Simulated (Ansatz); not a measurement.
```xyz
33

Si   -0.0186   -0.1486    0.4101
N    -1.2002   -0.7716   -0.7534
C    -2.2649   -1.6849   -0.3868
C    -1.3717   -0.1519   -2.0545
N    -0.7886    1.3739    0.9092
C    -1.6716    1.5044    2.0495
C    -0.7550    2.5284    0.0346
N     1.4430    0.1845   -0.3990
C     2.4228    1.0617    0.2361
C     1.9321   -0.4827   -1.5982
S     0.0685   -1.3474    2.1547
Si    1.7067   -2.6380    1.4883
H    -2.2705   -2.5406   -1.0869
H    -2.1176   -2.0704    0.6301
H    -3.2525   -1.1952   -0.4641
H    -0.5278    0.5057   -2.2965
H    -1.4483   -0.9314   -2.8332
H    -2.3086    0.4349   -2.0918
H    -2.7038    1.7297    1.7236
H    -1.3384    2.3481    2.6819
H    -1.6707    0.5932    2.6613
H    -0.4392    3.4194    0.6073
H    -0.0449    2.3736   -0.7881
H    -1.7588    2.7467   -0.3765
H     2.0303    1.4683    1.1821
H     2.6760    1.9135   -0.4218
H     3.3572    0.5180    0.4630
H     2.8587   -1.0456   -1.3838
H     2.1613    0.2489   -2.3945
H     1.1916   -1.1984   -1.9821
H     2.9816   -1.8726    1.5013
H     1.4040   -3.1216    0.1119
H     1.7178   -3.7522    2.4666
```

Geometry: r2SCAN-D4/def2-SVP.

All numbers below come from UKS PBE0-D4/def2-TZVP in Ansatz 0.2.0.

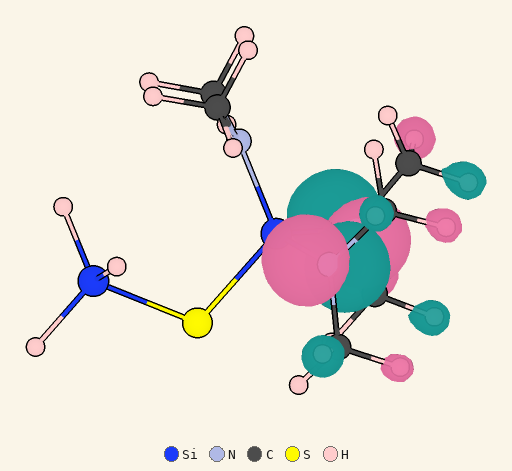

C$_{6}$H$_{21}$N$_{3}$SSi$_{2}$ ((NMe2)3Si-S-SiH3) (charge +1, doublet). The LUMO (β) at ±0.15 Å⁻³ᐟ² (teal and pink are the two phases), seen at an oblique angle.

Where does this orbital lie, and at what energy?

Answer. Its weight (Hirshfeld) is mainly on N5 (about 30 %) and N2 (about 30 %). Its energy is −8.14 eV.
